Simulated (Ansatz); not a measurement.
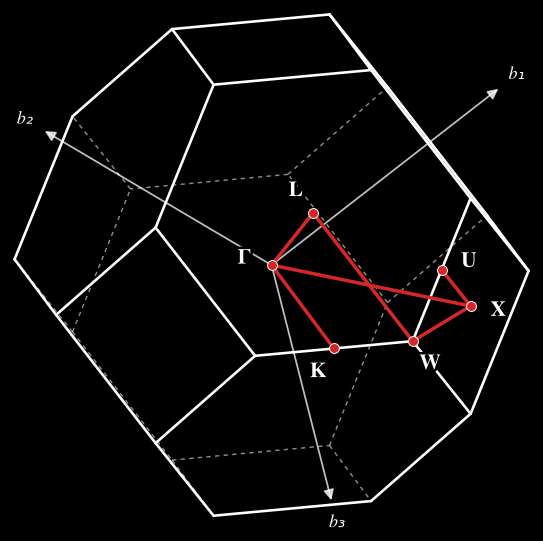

For ReBi, the end point of a relaxation with DFT PBEsol, scalar-relativistic, plane waves, PAW (Ansatz); the starting structure was generated, so it need not be a known form of this composition: the figure shows the first Brillouin zone with its special points and a band path. Geometry calculated from the standardised cell; symmetry tolerance 0.002 Å.

Labels and path follow the convention of Hinuma et al. (2017), as computed by seekpath; the arrows show the directions of the reciprocal primitive vectors b₁, b₂, b₃.

Question: Name the Bravais lattice of the crystal.

Answer: A face-centred cubic lattice (cF; extended symbol cF2). The zone is a truncated octahedron in its combinatorial type: 14 faces (6 with 4 edges, 8 with 6 edges), 36 edges, 24 vertices.

Question: Write the standard path through the labelled points.

Answer: Γ–X–U | K–Γ–L–W–X
